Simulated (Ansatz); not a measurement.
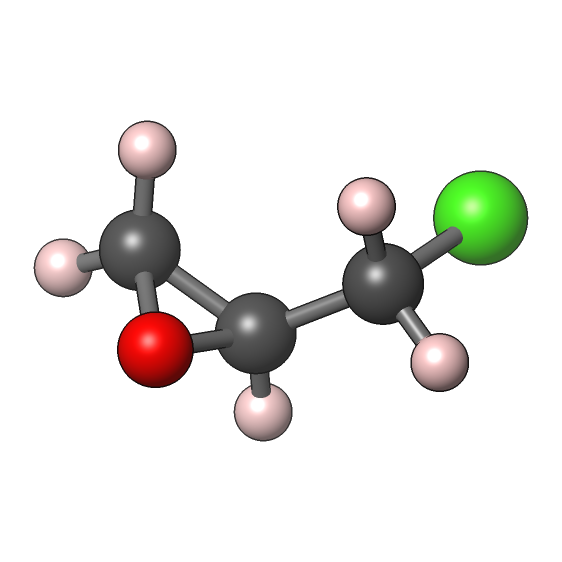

The picture shows a molecular structure as a ball-and-stick model. Every bond is drawn as one stick, whatever its order. Colours: chlorine green, carbon dark grey, oxygen red, hydrogen pink.

Computed geometry: PBE0-D4/def2-TZVP optimisation.

Count the atoms of each element.

Answer. C₃H₅ClO, 10 atoms: 3 carbon, 5 hydrogen, 1 chlorine and 1 oxygen.

What is its SMILES?

Answer. ClC[C@@H]1CO1

Name some functional groups or characteristic bonds that it holds.

Answer. Among them: ether, C–Cl bond.

Does it have rings?

Answer. Independent rings (smallest set): 1 of 3 members.

The parts below concern this one geometry. Atoms keep their numbers from picture to picture.

Geometry

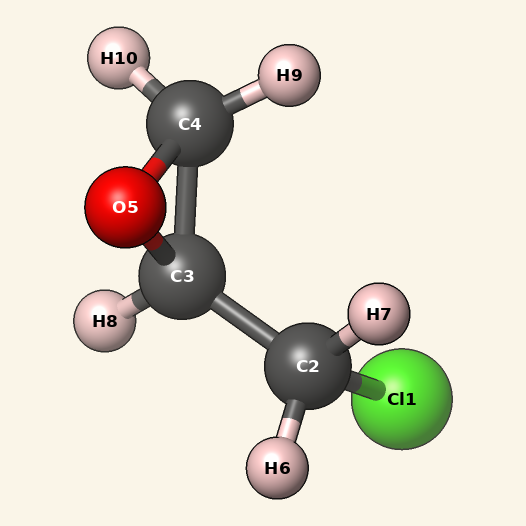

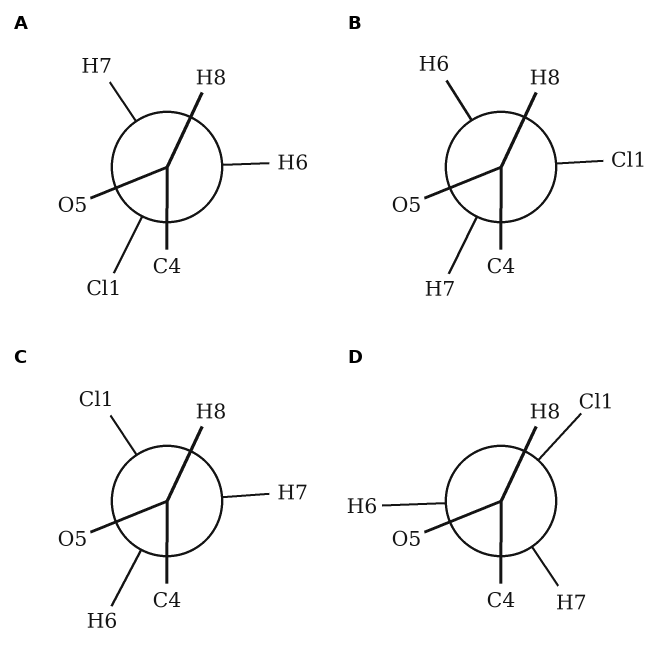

Distant atoms are faded towards the background colour. Bonds that would overlap in a projection are set slightly apart.

Which Newman projection shows the view along C3–C2, with C3 in front?

Answer. B. The torsion angle O5–C3–C2–Cl1 is −161°, antiperiplanar (anti).

Vibrations

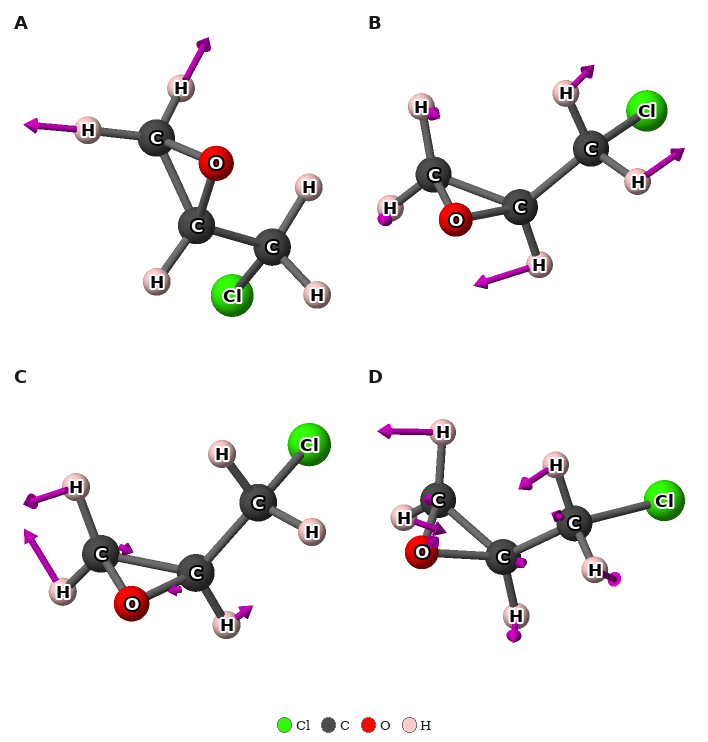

4 normal modes of one molecule or complex, as arrows. Harmonic vibrations computed with RKS PBE0-D4/def2-TZVP (Ansatz 0.2.0) at a stationary point of the same level.

Match the panels to the wavenumbers 1005 cm⁻¹, 1308 cm⁻¹, 1536 cm⁻¹, 3110 cm⁻¹.

Answer. A: 3110 cm⁻¹, in-phase stretching of 2 C–H bonds
B: 1308 cm⁻¹
C: 1536 cm⁻¹
D: 1005 cm⁻¹

Dipole moment

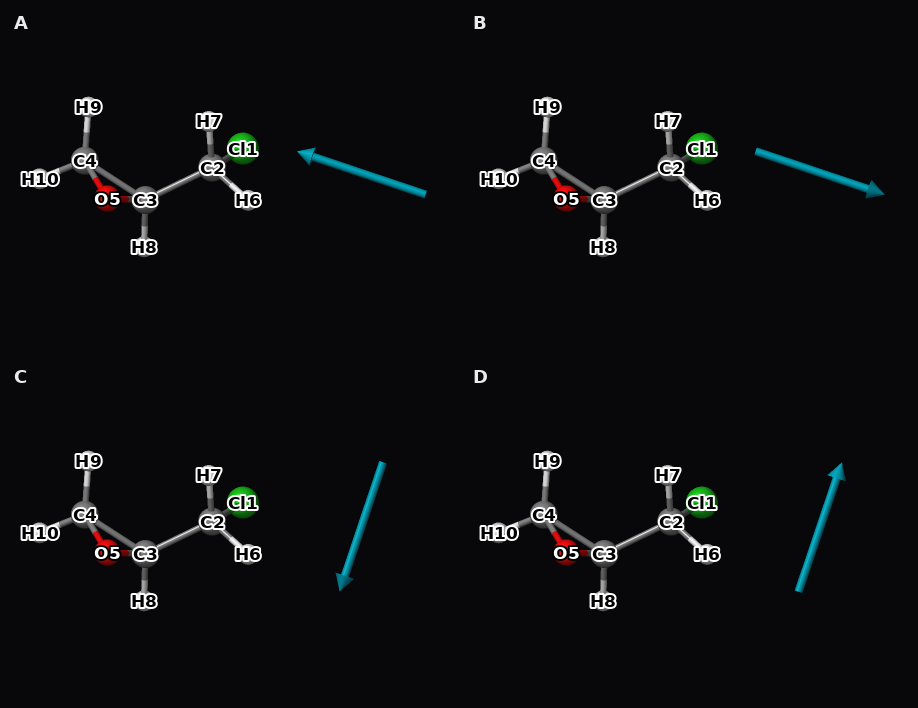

The same molecule four times, each with an arrow. Level of theory: RKS PBE0-D4/def2-TZVP (Ansatz 0.2.0).

Which arrow points along the dipole moment, from the negative to the positive end?

Answer. A. The dipole moment is 0.53 D; it points from the side of H6 to the side of H10 (the outermost atoms at the two ends).

Charges

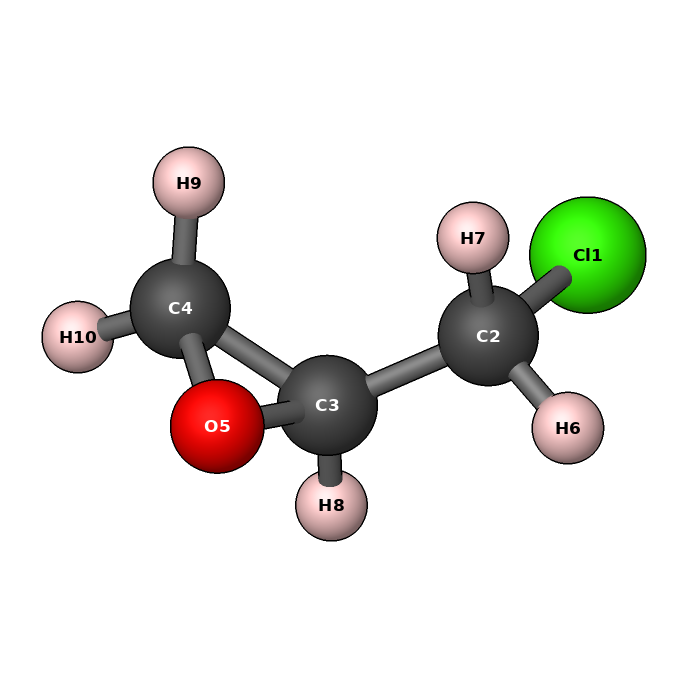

The questions are on Mulliken charges. Properties computed with RKS ωB97M-V/def2-TZVPP (Ansatz 0.2.0).

Which atom carries the highest charge (most positive or least negative)?

Answer. H6 (0.13 e).

And the lowest?

Answer. O5 (−0.33 e).

List the Mulliken charges.

```
atom  value (e)
 Cl1      −0.12
  C2      −0.15
  C3       0.05
  C4       0.00
  O5      −0.33
  H6       0.13
  H7       0.12
  H8       0.11
  H9       0.09
 H10       0.09
```

Mulliken values depend strongly on the basis set and can even reverse the polarity of a bond.
